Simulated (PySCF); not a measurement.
# C₂H₆O₂Si₂: NMR shifts at several levels of theory, part 2 of 2

PySCF 2.14.0. Atoms count from 0. Earlier steps stand in the parts before.

### 8 NMR shieldings: OPBE/pcSseg-1

What the job is given:

```
{"job": {"kind": "nmr", "xc": "OPBE", "basis": "pcSseg-1", "pop": false}, "charge": 0, "multiplicity": 1}
C      2.099412    -1.286619     1.348143
C      1.455985    -0.341976     0.929338
Si     0.469465     1.072431     0.294868
O      1.418217     2.064398    -0.617164
O     -0.759719     0.451005    -0.607044
Si    -2.020033    -0.614735    -0.759173
H      2.668884    -2.119825     1.720944
H     -0.057670     1.899825     1.400815
H      1.971655     1.645836    -1.282996
H     -3.109234    -0.262374     0.199971
H     -1.558000    -2.007718    -0.483309
H     -2.539208    -0.528644    -2.153007
```

With the program's defaults for keys left out, this is: GIAO OPBE/pcSseg-1 NMR shielding, non-relativistic, gas phase.

What it wrote:

```text
coarse grid: 11312 points
cycle   1  E = -808.7619744499  dE =  5.933e-01  |g| = 1.094e+00  |ddm| = 3.375e+00
cycle   2  E = -807.9696987667  dE =  7.923e-01  |g| = 2.220e+00  |ddm| = 2.692e+00
cycle   3  E = -808.9587508902  dE = -9.891e-01  |g| = 3.288e-01  |ddm| = 2.216e+00
cycle   4  E = -808.9757870693  dE = -1.704e-02  |g| = 2.314e-01  |ddm| = 4.343e-01
cycle   5  E = -808.9862689499  dE = -1.048e-02  |g| = 1.173e-01  |ddm| = 2.048e-01
cycle   6  E = -808.9896873139  dE = -3.418e-03  |g| = 1.968e-02  |ddm| = 9.416e-02
cycle   7  E = -808.9897558046  dE = -6.849e-05  |g| = 1.047e-02  |ddm| = 2.017e-02
cycle   8  E = -808.9897763813  dE = -2.058e-05  |g| = 1.584e-03  |ddm| = 8.782e-03
cycle   9  E = -808.9897770214  dE = -6.400e-07  |g| = 2.158e-04  |ddm| = 1.965e-03
final grid: 100920 points
cycle  10  E = -809.0552193705  dE = -4.836e-05  |g| = 2.758e-02  |ddm| = 5.875e-02
cycle  11  E = -809.0548242264  dE =  3.951e-04  |g| = 5.331e-02  |ddm| = 5.613e-02
cycle  12  E = -809.0553417781  dE = -5.176e-04  |g| = 3.570e-03  |ddm| = 3.972e-02
cycle  13  E = -809.0553418292  dE = -5.109e-08  |g| = 3.162e-03  |ddm| = 4.217e-03
cycle  14  E = -809.0553441641  dE = -2.335e-06  |g| = 6.286e-04  |ddm| = 2.220e-03
cycle  15  E = -809.0553442575  dE = -9.341e-08  |g| = 9.073e-05  |ddm| = 4.586e-04
cycle  16  E = -809.0553442590  dE = -1.524e-09  |g| = 1.464e-05  |ddm| = 9.041e-05
cycle  17  E = -809.0553442591  dE = -6.821e-11  |g| = 2.944e-06  |ddm| = 2.593e-05
converged SCF energy = -809.0553442591

GIAO shielding tensors (ppm)
atom      isotropic    diamagn.    paramagn.     s11        s22        s33       span
  0 C       93.318     258.899    -165.581     14.193     17.820    247.941    233.747
  1 C      103.397     263.571    -160.174      9.357     13.123    287.710    278.354
  2 Si     415.834     881.218    -465.383    382.629    424.435    440.439     57.810
  3 O      262.752     386.100    -123.347    212.588    281.381    294.289     81.701
  4 O      279.710     399.846    -120.136    244.774    270.712    323.643     78.869
  5 Si     399.274     879.620    -480.346    358.179    365.052    474.591    116.413
  6 H       28.979      33.246      -4.267     24.103     24.323     38.510     14.407
  7 H       26.600      28.118      -1.518     23.635     24.110     32.056      8.421
  8 H       29.135      30.963      -1.828     22.626     24.470     40.308     17.682
  9 H       26.030      28.247      -2.216     22.857     24.323     30.911      8.054
 10 H       25.968      29.608      -3.640     22.618     25.101     30.185      7.567
 11 H       26.145      28.015      -1.870     22.906     24.420     31.110      8.204
```

Run time: 30 s. Hardware: 1 thread of Arm Neoverse N1, shared host; peak memory 0.93 GiB.

Key values: δ C0 91.8, C1 81.7, Si5 -39.0, Si2 -55.5, H9 5.18, H7 4.63 ppm (means over like atoms).

### 9 Nuclear shieldings: KT2/pcSseg-1

The job, as its differences from that of step 8:

```diff
@@ -1,2 +1,2 @@
-{"job": {"kind": "nmr", "xc": "OPBE", "basis": "pcSseg-1", "pop": false}, "charge": 0, "multiplicity": 1}
+{"job": {"kind": "nmr", "xc": "KT2", "basis": "pcSseg-1", "pop": false}, "charge": 0, "multiplicity": 1}
 C      2.099412    -1.286619     1.348143
```

With the program's defaults for keys left out, this is: GIAO KT2/pcSseg-1 NMR shielding, non-relativistic, gas phase.

What it wrote:

```text
coarse grid: 11312 points
cycle   1  E = -817.4861651707  dE =  6.704e-01  |g| = 1.204e+00  |ddm| = 3.295e+00
cycle   2  E = -816.3021802339  dE =  1.184e+00  |g| = 2.596e+00  |ddm| = 3.262e+00
cycle   3  E = -817.7220173601  dE = -1.420e+00  |g| = 3.474e-01  |ddm| = 2.808e+00
cycle   4  E = -817.7390785923  dE = -1.706e-02  |g| = 2.710e-01  |ddm| = 5.566e-01
cycle   5  E = -817.7533030004  dE = -1.422e-02  |g| = 1.467e-01  |ddm| = 2.542e-01
cycle   6  E = -817.7587861937  dE = -5.483e-03  |g| = 2.454e-02  |ddm| = 1.203e-01
cycle   7  E = -817.7588997693  dE = -1.136e-04  |g| = 1.458e-02  |ddm| = 2.704e-02
cycle   8  E = -817.7589392607  dE = -3.949e-05  |g| = 2.116e-03  |ddm| = 1.181e-02
cycle   9  E = -817.7589403502  dE = -1.090e-06  |g| = 3.356e-04  |ddm| = 2.805e-03
final grid: 100920 points
cycle  10  E = -817.8831711634  dE = -1.474e-04  |g| = 2.113e-02  |ddm| = 6.151e-02
cycle  11  E = -817.8830508926  dE =  1.203e-04  |g| = 3.149e-02  |ddm| = 3.654e-02
cycle  12  E = -817.8832271110  dE = -1.762e-04  |g| = 7.973e-03  |ddm| = 2.623e-02
cycle  13  E = -817.8832373375  dE = -1.023e-05  |g| = 3.411e-03  |ddm| = 7.582e-03
cycle  14  E = -817.8832400246  dE = -2.687e-06  |g| = 1.194e-03  |ddm| = 2.837e-03
cycle  15  E = -817.8832404253  dE = -4.007e-07  |g| = 1.210e-04  |ddm| = 1.090e-03
cycle  16  E = -817.8832404275  dE = -2.151e-09  |g| = 5.836e-05  |ddm| = 1.259e-04
cycle  17  E = -817.8832404281  dE = -6.103e-10  |g| = 8.881e-06  |ddm| = 4.843e-05
converged SCF energy = -817.8832404281

GIAO shielding tensors (ppm)
atom      isotropic    diamagn.    paramagn.     s11        s22        s33       span
  0 C       94.658     260.406    -165.748     17.500     20.615    245.857    228.357
  1 C      104.944     260.723    -155.779     11.628     15.117    288.088    276.460
  2 Si     417.931     883.221    -465.291    383.460    426.437    443.895     60.434
  3 O      254.100     387.250    -133.150    198.576    274.903    288.820     90.244
  4 O      272.151     400.701    -128.550    231.898    262.762    321.795     89.897
  5 Si     400.871     881.201    -480.330    357.338    364.682    480.594    123.257
  6 H       28.765      33.048      -4.283     23.849     24.084     38.361     14.512
  7 H       26.500      28.243      -1.743     23.478     23.931     32.089      8.611
  8 H       29.016      31.017      -2.001     22.724     24.427     39.897     17.173
  9 H       25.953      28.269      -2.316     22.769     24.225     30.865      8.096
 10 H       25.876      29.596      -3.720     22.495     25.027     30.106      7.611
 11 H       26.075      28.024      -1.949     22.835     24.310     31.079      8.244
```

It took 30 s on 1 thread of Arm Neoverse N1, shared host; peak memory 0.74 GiB.

This run: δ C0 88.6, C1 78.3, Si5 -39.8, Si2 -56.9, H9 5.21, H7 4.68 ppm (means over like atoms).

### 10 Shielding tensors: KT3/pcSseg-1

The job, as its differences from that of step 9:

```diff
@@ -1,2 +1,2 @@
-{"job": {"kind": "nmr", "xc": "KT2", "basis": "pcSseg-1", "pop": false}, "charge": 0, "multiplicity": 1}
+{"job": {"kind": "nmr", "xc": "KT3", "basis": "pcSseg-1", "pop": false}, "charge": 0, "multiplicity": 1}
 C      2.099412    -1.286619     1.348143
```

Level: GIAO KT3/pcSseg-1 NMR shielding, non-relativistic, gas phase.

What it wrote:

```text
coarse grid: 11312 points
cycle   1  E = -816.7408365093  dE =  6.518e-01  |g| = 1.213e+00  |ddm| = 3.334e+00
cycle   2  E = -815.6310819683  dE =  1.110e+00  |g| = 2.540e+00  |ddm| = 3.258e+00
cycle   3  E = -816.9828897739  dE = -1.352e+00  |g| = 3.496e-01  |ddm| = 2.782e+00
cycle   4  E = -816.9997589195  dE = -1.687e-02  |g| = 2.737e-01  |ddm| = 5.391e-01
cycle   5  E = -817.0140762567  dE = -1.432e-02  |g| = 1.479e-01  |ddm| = 2.504e-01
cycle   6  E = -817.0196331460  dE = -5.557e-03  |g| = 2.408e-02  |ddm| = 1.203e-01
cycle   7  E = -817.0197429855  dE = -1.098e-04  |g| = 1.376e-02  |ddm| = 2.608e-02
cycle   8  E = -817.0197784808  dE = -3.550e-05  |g| = 1.927e-03  |ddm| = 1.134e-02
cycle   9  E = -817.0197794102  dE = -9.294e-07  |g| = 3.027e-04  |ddm| = 2.542e-03
final grid: 100920 points
cycle  10  E = -817.1321852045  dE = -1.129e-04  |g| = 2.670e-02  |ddm| = 6.232e-02
cycle  11  E = -817.1319125720  dE =  2.726e-04  |g| = 4.590e-02  |ddm| = 4.651e-02
cycle  12  E = -817.1322801059  dE = -3.675e-04  |g| = 6.316e-03  |ddm| = 3.486e-02
cycle  13  E = -817.1322864015  dE = -6.296e-06  |g| = 2.312e-03  |ddm| = 6.579e-03
cycle  14  E = -817.1322875001  dE = -1.099e-06  |g| = 8.359e-04  |ddm| = 1.969e-03
cycle  15  E = -817.1322876928  dE = -1.927e-07  |g| = 2.011e-04  |ddm| = 7.420e-04
cycle  16  E = -817.1322877012  dE = -8.349e-09  |g| = 5.320e-05  |ddm| = 1.693e-04
cycle  17  E = -817.1322877018  dE = -5.723e-10  |g| = 8.428e-06  |ddm| = 5.299e-05
converged SCF energy = -817.1322877018

GIAO shielding tensors (ppm)
atom      isotropic    diamagn.    paramagn.     s11        s22        s33       span
  0 C       96.876     258.683    -161.807     19.621     22.936    248.070    228.450
  1 C      106.273     261.577    -155.304     13.590     17.189    288.042    274.452
  2 Si     426.671     882.530    -455.858    394.158    434.553    451.303     57.145
  3 O      259.101     386.772    -127.672    209.537    275.584    292.181     82.644
  4 O      275.247     401.211    -125.963    240.864    265.829    319.049     78.185
  5 Si     410.051     880.557    -470.505    370.021    377.235    482.897    112.876
  6 H       28.988      33.640      -4.652     24.065     24.289     38.611     14.546
  7 H       26.861      28.478      -1.618     23.854     24.327     32.401      8.548
  8 H       29.282      31.200      -1.918     22.918     24.673     40.256     17.338
  9 H       26.311      28.527      -2.216     23.147     24.595     31.190      8.043
 10 H       26.242      29.908      -3.666     22.884     25.396     30.446      7.562
 11 H       26.431      28.268      -1.837     23.207     24.674     31.411      8.204
```

Run time: 30 s. Hardware: 1 thread of Arm Neoverse N1, shared host; peak memory 0.74 GiB.

Key values: δ C0 85.4, C1 76.0, Si5 -44.5, Si2 -61.2, H9 4.99, H7 4.46 ppm (means over like atoms).

### 11 NMR shieldings: B97-D/pcSseg-1

The job, as its differences from that of step 10:

```diff
@@ -1,2 +1,2 @@
-{"job": {"kind": "nmr", "xc": "KT3", "basis": "pcSseg-1", "pop": false}, "charge": 0, "multiplicity": 1}
+{"job": {"kind": "nmr", "xc": "B97-D", "basis": "pcSseg-1", "pop": false}, "charge": 0, "multiplicity": 1}
 C      2.099412    -1.286619     1.348143
```

Level: GIAO B97-D/pcSseg-1 NMR shielding, non-relativistic, gas phase.

What it wrote:

```text
coarse grid: 11312 points
cycle   1  E = -808.7798595856  dE =  6.282e-01  |g| = 1.222e+00  |ddm| = 3.359e+00
cycle   2  E = -807.6992769525  dE =  1.081e+00  |g| = 2.556e+00  |ddm| = 3.075e+00
cycle   3  E = -809.0193718262  dE = -1.320e+00  |g| = 3.498e-01  |ddm| = 2.611e+00
cycle   4  E = -809.0375713034  dE = -1.820e-02  |g| = 2.584e-01  |ddm| = 5.093e-01
cycle   5  E = -809.0494286069  dE = -1.186e-02  |g| = 1.488e-01  |ddm| = 2.384e-01
cycle   6  E = -809.0549509008  dE = -5.522e-03  |g| = 2.404e-02  |ddm| = 1.135e-01
cycle   7  E = -809.0550570194  dE = -1.061e-04  |g| = 1.374e-02  |ddm| = 2.481e-02
cycle   8  E = -809.0550909461  dE = -3.393e-05  |g| = 2.024e-03  |ddm| = 1.093e-02
cycle   9  E = -809.0550919895  dE = -1.043e-06  |g| = 2.946e-04  |ddm| = 2.661e-03
final grid: 100920 points
cycle  10  E = -809.1146168575  dE = -6.507e-05  |g| = 8.835e-03  |ddm| = 3.889e-02
cycle  11  E = -809.1146079890  dE =  8.868e-06  |g| = 9.630e-03  |ddm| = 1.579e-02
cycle  12  E = -809.1146277681  dE = -1.978e-05  |g| = 3.274e-03  |ddm| = 1.102e-02
cycle  13  E = -809.1146293840  dE = -1.616e-06  |g| = 1.233e-03  |ddm| = 2.656e-03
cycle  14  E = -809.1146296942  dE = -3.101e-07  |g| = 4.033e-04  |ddm| = 1.089e-03
cycle  15  E = -809.1146297364  dE = -4.223e-08  |g| = 4.567e-05  |ddm| = 2.887e-04
cycle  16  E = -809.1146297369  dE = -5.430e-10  |g| = 1.172e-05  |ddm| = 5.402e-05
converged SCF energy = -809.1146297369

GIAO shielding tensors (ppm)
atom      isotropic    diamagn.    paramagn.     s11        s22        s33       span
  0 C       89.251     260.089    -170.838      8.311     11.745    247.697    239.386
  1 C       98.678     260.687    -162.010      2.260      5.946    287.827    285.567
  2 Si     411.299     880.800    -469.501    379.917    418.568    435.411     55.494
  3 O      261.482     387.411    -125.928    213.159    277.355    293.933     80.773
  4 O      275.658     401.162    -125.504    242.149    266.313    318.513     76.364
  5 Si     393.941     879.187    -485.247    355.037    361.981    464.803    109.766
  6 H       29.255      33.102      -3.847     24.447     24.673     38.647     14.200
  7 H       26.929      28.773      -1.844     23.929     24.402     32.457      8.528
  8 H       29.365      31.216      -1.850     22.935     24.782     40.378     17.443
  9 H       26.377      28.594      -2.217     23.198     24.682     31.251      8.053
 10 H       26.307      29.915      -3.607     22.926     25.493     30.502      7.576
 11 H       26.495      28.330      -1.835     23.246     24.759     31.481      8.235
```

It took 29 s on 1 thread of Arm Neoverse N1, shared host; peak memory 0.74 GiB.

In short: δ C0 89.9, C1 80.5, Si5 -46.7, Si2 -64.1, H9 5.02, H7 4.48 ppm (means over like atoms).

### 12 Nuclear shieldings: B3LYP/pcSseg-1

The job, as its differences from that of step 11:

```diff
@@ -1,2 +1,2 @@
-{"job": {"kind": "nmr", "xc": "B97-D", "basis": "pcSseg-1", "pop": false}, "charge": 0, "multiplicity": 1}
+{"job": {"kind": "nmr", "xc": "B3LYP", "basis": "pcSseg-1", "pop": false}, "charge": 0, "multiplicity": 1}
 C      2.099412    -1.286619     1.348143
```

Level: GIAO B3LYP/pcSseg-1 NMR shielding, non-relativistic, gas phase.

What it wrote:

```text
coarse grid: 11312 points
cycle   1  E = -809.0531022819  dE =  5.988e-01  |g| = 1.115e+00  |ddm| = 3.293e+00
cycle   2  E = -808.6144232283  dE =  4.387e-01  |g| = 1.872e+00  |ddm| = 2.122e+00
cycle   3  E = -809.2633068609  dE = -6.489e-01  |g| = 1.948e-01  |ddm| = 1.563e+00
cycle   4  E = -809.2703914654  dE = -7.085e-03  |g| = 9.824e-02  |ddm| = 2.274e-01
cycle   5  E = -809.2718969687  dE = -1.506e-03  |g| = 5.647e-02  |ddm| = 8.909e-02
cycle   6  E = -809.2726624971  dE = -7.655e-04  |g| = 1.039e-02  |ddm| = 4.063e-02
cycle   7  E = -809.2726830472  dE = -2.055e-05  |g| = 3.980e-03  |ddm| = 8.452e-03
cycle   8  E = -809.2726860488  dE = -3.002e-06  |g| = 5.218e-04  |ddm| = 3.072e-03
final grid: 100920 points
cycle   9  E = -809.3323546444  dE = -1.466e-05  |g| = 3.269e-03  |ddm| = 1.688e-02
cycle  10  E = -809.3323532931  dE =  1.351e-06  |g| = 4.238e-03  |ddm| = 6.135e-03
cycle  11  E = -809.3323567554  dE = -3.462e-06  |g| = 8.646e-04  |ddm| = 3.423e-03
cycle  12  E = -809.3323568935  dE = -1.381e-07  |g| = 2.312e-04  |ddm| = 7.864e-04
cycle  13  E = -809.3323569023  dE = -8.783e-09  |g| = 1.320e-04  |ddm| = 2.236e-04
cycle  14  E = -809.3323569064  dE = -4.065e-09  |g| = 3.158e-05  |ddm| = 9.757e-05
cycle  15  E = -809.3323569066  dE = -2.296e-10  |g| = 8.709e-06  |ddm| = 2.659e-05
converged SCF energy = -809.3323569066

GIAO shielding tensors (ppm)
atom      isotropic    diamagn.    paramagn.     s11        s22        s33       span
  0 C       82.720     261.253    -178.533     -1.648      1.723    248.085    249.733
  1 C       93.105     261.105    -167.999     -7.519     -3.834    290.669    298.188
  2 Si     401.499     879.254    -477.755    370.533    408.931    425.033     54.500
  3 O      264.188     387.677    -123.489    216.712    278.664    297.188     80.476
  4 O      277.195     401.542    -124.347    246.137    267.330    318.119     71.982
  5 Si     386.173     878.116    -491.943    346.825    354.020    457.674    110.850
  6 H       29.228      32.615      -3.387     24.392     24.626     38.667     14.275
  7 H       26.973      28.696      -1.722     23.956     24.432     32.531      8.575
  8 H       29.309      31.129      -1.820     22.671     24.621     40.636     17.965
  9 H       26.407      28.487      -2.080     23.224     24.703     31.295      8.071
 10 H       26.340      29.780      -3.440     22.946     25.547     30.527      7.581
 11 H       26.504      28.219      -1.715     23.242     24.735     31.535      8.293
```

Run time: 22 s. Hardware: 1 thread of Arm Neoverse N1, shared host; peak memory 0.8 GiB.

This run: δ C0 96.5, C1 86.1, Si5 -48.3, Si2 -63.6, H9 4.97, H7 4.41 ppm (means over like atoms).

### 13 Comparing the runs: NMR shifts

Shifts (ppm) of some atoms, chosen among heavy atoms and hydrogens apart, means over like atoms, with basis size and wall time:

```
           run     C0    C1    H9    H7    Si2    O3    O4  functions  time
   HF/pcSseg-1  105.3  86.6  4.52  4.00  -60.5  45.5  29.8        146  13 s
  LDA/pcSseg-1  101.9  92.5  5.52  4.94  -54.0  88.8  72.9        146  24 s
  PBE/pcSseg-1   95.1  85.6  5.27  4.70  -59.2  78.6  63.8        146  30 s
 BLYP/pcSseg-1   92.3  84.2  5.11  4.56  -66.6  78.4  66.5        146  30 s
 BP86/pcSseg-1   95.0  85.1  5.23  4.69  -60.1  76.2  61.3        146  31 s
 OPBE/pcSseg-1   91.8  81.7  5.18  4.63  -55.5  69.3  52.3        146  30 s
  KT2/pcSseg-1   88.6  78.3  5.21  4.68  -56.9  76.6  58.5        146  30 s
  KT3/pcSseg-1   85.4  76.0  4.99  4.46  -61.2  69.9  53.8        146  30 s
B97-D/pcSseg-1   89.9  80.5  5.02  4.48  -64.1  68.9  54.7        146  29 s
B3LYP/pcSseg-1   96.5  86.1  4.97  4.41  -63.6  69.9  56.8        146  22 s
```

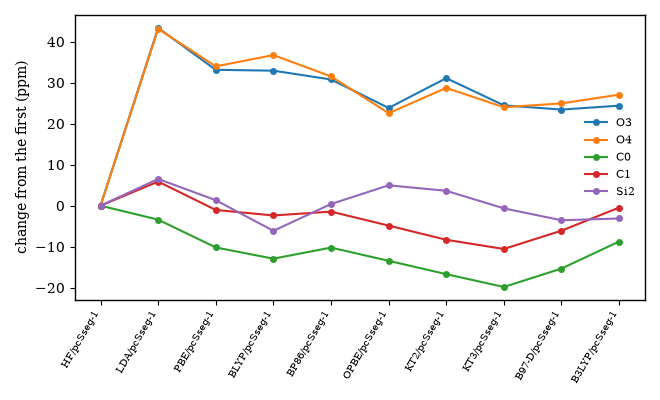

How five of the tabulated atoms move from run to run.

### 14 What came out

This closing draws on all 2 parts.

| quantity | value |
| --- | --- |
| point group | C1 |
| rotational constants (main isotopes) | 3.04, 1.51, 1.08 GHz |
| 13C shifts against TMS (HF/pcSseg-1) | 105.3, 86.6 ppm |
| 1H shifts against TMS (HF/pcSseg-1, means over atoms taken as alike) | 4.52, 4.00, 2.70, 2.31 ppm |
| 29Si shifts against TMS (HF/pcSseg-1) | -46.8, -60.5 ppm |
| 17O shifts against H2O (HF/pcSseg-1) | 45.5, 29.8 ppm |
| range of the shift of O3 | 45.5 to 88.8 ppm |

**Reading.** Single values in the summary come from the first run of each kind that ended normally (HF/pcSseg-1), which need not be the best level. Over 12 steps the energy fell by 0.290 eV; of the close pairs, O4–Si5 changed most, 1.609 to 1.658 Å. No frequency check was run at this level, so the end point may be a saddle. At HF/pcSseg-1: The widest tensor belongs to C1: span 293 ppm, with a paramagnetic part of -160 ppm. In ppm, O3 moves most: its shift spreads over 43.3 ppm, from 45.5 (HF/pcSseg-1) to 88.8 (LDA/pcSseg-1).
